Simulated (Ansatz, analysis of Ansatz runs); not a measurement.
## Moving an added electron between Fe sites in K4Fe2O5 (P2_1/c)

Question: does an added electron stay on the Fe atom where it is started in K4Fe2O5 (P2_1/c), and if so, how high is the barrier for a hop to another Fe site nearby? Model: a cell of 66 host atoms.

Program: Ansatz 0.2.0. Level of theory: plane-wave PAW DFT, PBEsol+U; relaxation of all atoms of a supercell at fixed charge in a uniform background; PAW set soft_1. Results are calculated unless marked as measured.

### 1. The structure

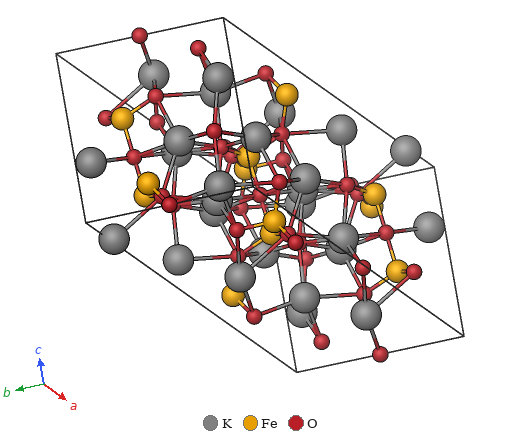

The cell as given, from a free direction (potassium grey, iron orange, oxygen red). Some periodic images of atoms are drawn too.

The cell holds 66 atoms: 24 K, 12 Fe and 30 O. Cell: a = 14.049 Å, b = 8.709 Å, c = 9.992 Å, α = 79.6°, β = 102.9°, γ = 111.9°. It derives from K4Fe2O5 (space group P2_1/c). Nearest the centre at fractional (0.500, 0.500, 0.000): O53 at 0.00 Å, Fe29 at 1.92 Å, Fe32 at 1.92 Å, K2 at 2.71 Å, K8 at 2.71 Å, K23 at 2.75 Å, K11 at 2.75 Å, O47 at 3.07 Å.

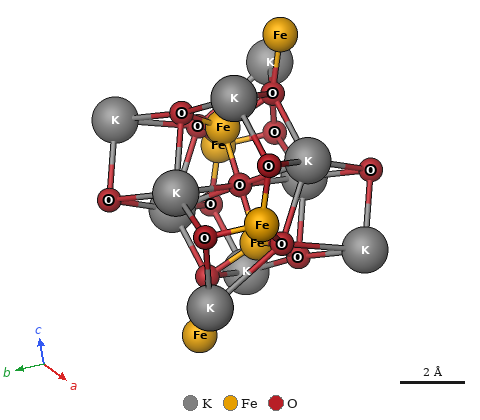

The atoms within 5 Å of the centre.

Hubbard terms: Fe d 5.0 eV. They were chosen, not fitted, to curb self-interaction in the shells named, the trial site's among them. The two sites are Fe32 and Fe29. The cell's shortest repeat is 8.7 Å. The host's moments were started ferromagnetic, high spin; both sites carry the same spin direction.

### 2. The cell without the carrier

The neutral cell is relaxed first, from small random displacements, so that bond lengths and moments with the carrier can be set beside those of a relaxed cell without it.

neutral.relax/input.yaml

```yaml
crystal:
  lattice:
    - [12.7289732, 5.94492745, -0.02100428]
    - [-6.3644866, 5.94492745, 0.01050214]
    - [-2.45292738, 0.0, 9.68671688]
  atoms:
    - { symbol: K, position: [0.215345, 0.161991, 0.01721] }
    - { symbol: K, position: [0.548678, 0.828658, 0.01721] }
    - { symbol: K, position: [0.882011, 0.495324, 0.01721] }
    - { symbol: K, position: [0.227476, 0.362608, 0.337249] }
    - { symbol: K, position: [0.560809, 0.029275, 0.337249] }
    - { symbol: K, position: [0.894143, 0.695941, 0.337249] }
    - { symbol: K, position: [0.117989, 0.504676, 0.98279] }
    - { symbol: K, position: [0.451322, 0.171342, 0.98279] }
    - { symbol: K, position: [0.784655, 0.838009, 0.98279] }
    - { symbol: K, position: [0.000753, 0.909163, 0.837249] }
    - { symbol: K, position: [0.334087, 0.575829, 0.837249] }
    - { symbol: K, position: [0.66742, 0.242496, 0.837249] }
    - { symbol: K, position: [0.105857, 0.304059, 0.662751] }
    - { symbol: K, position: [0.439191, 0.970725, 0.662751] }
    - { symbol: K, position: [0.772524, 0.637392, 0.662751] }
    - { symbol: K, position: [0.202879, 0.674456, 0.48279] }
    - { symbol: K, position: [0.536212, 0.341123, 0.48279] }
    - { symbol: K, position: [0.869546, 0.00779, 0.48279] }
    - { symbol: K, position: [0.130454, 0.99221, 0.51721] }
    - { symbol: K, position: [0.463788, 0.658877, 0.51721] }
    - { symbol: K, position: [0.797121, 0.325544, 0.51721] }
    - { symbol: K, position: [0.33258, 0.757504, 0.162751] }
    - { symbol: K, position: [0.665913, 0.424171, 0.162751] }
    - { symbol: K, position: [0.999247, 0.090837, 0.162751] }
    - { symbol: Fe, position: [0.007922, 0.608611, 0.655768], spin: 5.0 }
    - { symbol: Fe, position: [0.341255, 0.275278, 0.655768], spin: 5.0 }
    - { symbol: Fe, position: [0.674589, 0.941944, 0.655768], spin: 5.0 }
    - { symbol: Fe, position: [0.0969, 0.786567, 0.155768], spin: 5.0 }
    - { symbol: Fe, position: [0.430233, 0.453234, 0.155768], spin: 5.0 }
    - { symbol: Fe, position: [0.763567, 0.1199, 0.155768], spin: 5.0 }
    - { symbol: Fe, position: [0.236433, 0.8801, 0.844232], spin: 5.0 }
    - { symbol: Fe, position: [0.569767, 0.546766, 0.844232], spin: 5.0 }
    - { symbol: Fe, position: [0.9031, 0.213433, 0.844232], spin: 5.0 }
    - { symbol: Fe, position: [0.325411, 0.058056, 0.344232], spin: 5.0 }
    - { symbol: Fe, position: [0.658745, 0.724722, 0.344232], spin: 5.0 }
    - { symbol: Fe, position: [0.992078, 0.391389, 0.344232], spin: 5.0 }
    - { symbol: O, position: [0.085174, 0.559717, 0.230275] }
    - { symbol: O, position: [0.418508, 0.226384, 0.230275] }
    - { symbol: O, position: [0.751841, 0.89305, 0.230275] }
    - { symbol: O, position: [0.248159, 0.10695, 0.769725] }
    - { symbol: O, position: [0.581492, 0.773616, 0.769725] }
    - { symbol: O, position: [0.914826, 0.440283, 0.769725] }
    - { symbol: O, position: [0.299073, 0.462101, 0.097473] }
    - { symbol: O, position: [0.632407, 0.128767, 0.097473] }
    - { symbol: O, position: [0.96574, 0.795434, 0.097473] }
    - { symbol: O, position: [0.155247, 0.699862, 0.730275] }
    - { symbol: O, position: [0.48858, 0.366528, 0.730275] }
    - { symbol: O, position: [0.821913, 0.033195, 0.730275] }
    - { symbol: O, position: [0.041709, 0.219465, 0.402527] }
    - { symbol: O, position: [0.375043, 0.886131, 0.402527] }
    - { symbol: O, position: [0.708376, 0.552798, 0.402527] }
    - { symbol: O, position: [0.166667, 0.833333, 0.0] }
    - { symbol: O, position: [0.5, 0.5, 0.0] }
    - { symbol: O, position: [0.833333, 0.166667, 0.0] }
    - { symbol: O, position: [0.03426, 0.204566, 0.902527] }
    - { symbol: O, position: [0.367593, 0.871233, 0.902527] }
    - { symbol: O, position: [0.700927, 0.537899, 0.902527] }
    - { symbol: O, position: [0.178087, 0.966805, 0.269725] }
    - { symbol: O, position: [0.51142, 0.633472, 0.269725] }
    - { symbol: O, position: [0.844753, 0.300138, 0.269725] }
    - { symbol: O, position: [0.0, 0.5, 0.5] }
    - { symbol: O, position: [0.333333, 0.166667, 0.5] }
    - { symbol: O, position: [0.666667, 0.833333, 0.5] }
    - { symbol: O, position: [0.291624, 0.447202, 0.597473] }
    - { symbol: O, position: [0.624957, 0.113869, 0.597473] }
    - { symbol: O, position: [0.958291, 0.780535, 0.597473] }
basis:
  ecutwfc: 420
  xc_grid: 2
hamiltonian:
  xc: pbesol
  hubbard:
    sites: [{ species: Fe, l: d, u_eff: 5.0 }]
    projectors: ortho-atomic
  pseudopotentials: { kind: paw, azcp: { folder: soft_1 }, xc_functional: pbe }
kpoints:
  mp_grid: { grid: [1, 1, 1] }
magnetization:
  spin_polarized: true
  initial_magnetization: 60
  spin_locking: { lock_magnetization: hard }
scf:
  occupations: { method: fermi_dirac, width: 0.01 }
  max_iter: 120
  lower_state_search: "off"
output:
  forces: true
relax:
  f_tol: 0.02
  max_steps: 70
  random_displacement: { amplitude: 0.04, seed: 3665 }
checkpoint:
  write: "../neutral.relax.run"
  compress: false
  write_wavefunctions: true
  write_every: 100000
```

Command:

```console
$ ansatz run input.yaml --threads 32 --pin off --max-ram 84787MiB --backend cuda --events-out ev --progress --plain --runs-dir out --max-vram 78GiB
```

Numbers of over 12 decimals in the logs are rounded to 6 here.

The program printed:

```text
[... repeated set-up lines and file paths are left out, and long positions are rounded to six places ...]
Engine: ansatz 0.2.0, aarch64-unknown-linux-gnu
Pseudopotentials: kind: paw
Pseudopotential: K, paw, valence charge 9, recommended cutoff 420 eV (normal), soft_1/K.paw.azcp
Pseudopotential: Fe, paw, valence charge 16, recommended cutoff 420 eV (normal), soft_1/Fe.paw.azcp
Pseudopotential: O, paw, valence charge 6, recommended cutoff 420 eV (normal), soft_1/O.paw.azcp
Functional definition: PBEsol
  exchange = pbesol_x
  correlation = pbesol_c
[...]
Crystal: 66 atoms, lattice volume = 1099.072 Å³
Basis set: ecut = 420 eV, 21501 PW (Γ), exchange–correlation on 192×120×144 points (8 copies of the dense FFT grid, shifted against one another)
Bands: 390, of which v1, the nominal top of the filled ones, is band 294 counted from 1 (293 counted from 0)
Symmetry: 1 space group operations
k-points: 1
Non-local potential: K, projectors of the file, l = 0: 3, l = 1: 2, l = 2: 2
Non-local potential: Fe, projectors of the file, l = 0: 3, l = 1: 2, l = 2: 3, l = 3: 1
Non-local potential: O, projectors of the file, l = 0: 2, l = 1: 2, l = 2: 1
PAW form: soft (Blöchl's): semilocal exchange-correlation on the pseudo side does not see the compensation charge
PAW frozen core: K, regenerated for the run's functional, and the local potential with it (the file was generated under x = pbe(κ = 0.804, μ = 0.219515), c = pbe(β = 0.066725))
[...]
Internal energy: -106585.270746 eV  (E = F + TS)
E sigma→0 (E₀):  -106585.270746 eV
Fermi energy:    7.237653 (↑ 7.471504, ↓ 6.779921) eV
--- Per-component energies (eV) ---
  E_band       = -7271.148127
  E_kinetic    = 14976.566749
  E_local      = -66712.505224  (includes V_loc(G=0)·N_el)
  E_nonlocal   = 5396.751652
  E_hartree    = 26664.572706
  E_xc         = -6630.880257
  E_vxc        = -8337.999713  (∫ρ·V_xc dr)
  E_hubbard    = 23.825736  (on-site DFT+U / exact-exchange correction)
  E_vhub       = -130.962214  (the Hubbard potential's part of the band-sum identity)
  E_paw        = -39153.426746  (= ΣΔE_a)
  E_vpaw       = -5792.156106  (= ΣTr[D̂ρ^β])
  E_aug_tail   = 0.012069  (compensation charges beyond the density's cutoff)
  E_ewald      = -41155.985739
  E_core_change = 5.798308  (= ΣΔE_core)
  E_smearing   = -0.000000  (= −TS)
  E_closure    = -0.000000  (closes the sum)
  Σ components = -106585.270746   (vs F -106585.270746, Δ=0.00e0)
--- Forces (eV/Å), atoms counted from 1 ---
  atom   1  K     -0.00089311    -0.00215114    -0.00013768
  atom   2  K      0.00101968     0.00309466     0.00011944
  [... 4 atoms left out ...]
  [... 60 more lines of this table ...]
  max |Σ_I F_I| component: 1.20e-4 eV/Å
--- Band table (eV) ---
  k-point 0 ↑: bands = ["-84.2425", "-84.2424", "-84.2424", "-84.2421", "-84.2417", "-84.2398", "-84.2393", "-84.2392", "-84.2390", [... rest cut ...]
  k-point 0 ↓: bands = ["-79.4784", "-79.4783", "-79.4782", "-79.4779", "-79.4775", "-79.4756", "-79.4752", "-79.4751", "-79.4749", [... rest cut ...]
Occupation matrices written to <dir>
--- Relaxed structure (4 steps of the walk, 4 accepted, 0 SCFs on fresh bases) ---
  F+E_penalty+E_count = -106585.27074627 eV   max|allowed force component| = 5.742e-3 eV/Å
  atoms:
    - { symbol: K, position: [0.215264, 0.161874, 0.016252] }
    - { symbol: K, position: [0.548479, 0.828373, 0.016267] }
    [... 4 atoms left out ...]
  [... 60 more lines of this table ...]
[key lines of the parts left out:]
SCF converged after 9 iterations
Magnetization: 60.0000 μB (324.0000 up, 264.0000 down)
Free energy (F): -106585.270746 eV
```

The job ended after 5.2 s (1 × NVIDIA GB200 with 32 threads of Arm Neoverse V2, shared host; peak memory 1.5 GiB; 20 s of CPU time).

The largest displacement from an ideal site is 0.010 Å.

(Part 1 of 3 ends here.)

[Logs are printed without paths, hosts, clocks, repeated set-up lines and the standing remarks that a program may print on its own settings, such as how far it seeks lower states.]

[Hosts, paths, dates, database ids (printed as entryN), source tags and the programs' standing remarks are cut or masked in the printed files.]
